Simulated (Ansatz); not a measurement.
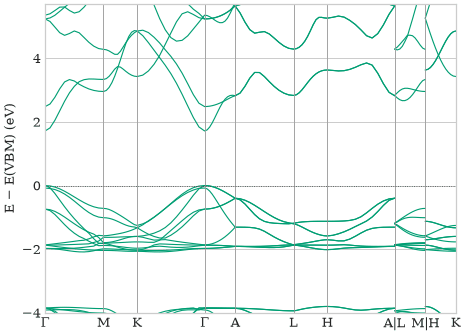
Figure: Band structure from r²SCAN (plane waves, PAW; program Ansatz)

Read off the gap and where the band edges lie.

About 1.7 eV (1.72 eV by a search for the band edges); maximum at Γ, minimum at Γ.

Which of these materials gives this?
A) CuI, wurtzite
B) InAs, wurtzite
C) BAs, wurtzite
D) GaAs, wurtzite

A, CuI, wurtzite

Space group P6_3mc (wurtzite). The workflow started from a Materials Project entry (that database holds measured and hypothetical structures alike); the Crystallography Open Database files this formula in space group No. 186, but the cells were not matched. It is not the phase usual at ambient conditions (space group No. 216). The cell was relaxed with r²SCAN under the symmetry of its start; whether a distortion lowers the energy is not shown. The run is not spin-polarised. Scalar-relativistic: spin–orbit coupling is off unless named, which matters more the heavier the elements.

Potentials: the later of the program's two PAW sets.
